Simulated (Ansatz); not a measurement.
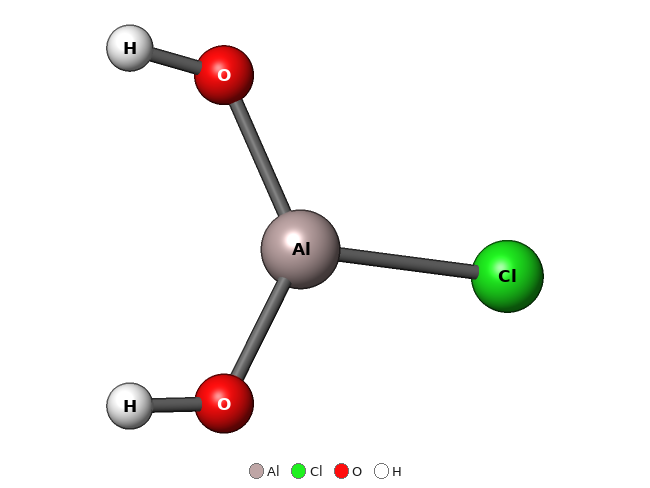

Harmonic vibrations computed with RKS PBE0-D4/def2-TZVP (Ansatz 0.2.0) at a stationary point of the same level.

> Minimum or transition state?

A minimum: no imaginary frequency, and the lowest mode lies at 187 cm⁻¹.

> List the wavenumbers.

12 modes: 187, 227, 261, 261, 336, 505, 561, 624, 851, 942, 3973, 3977 cm⁻¹.
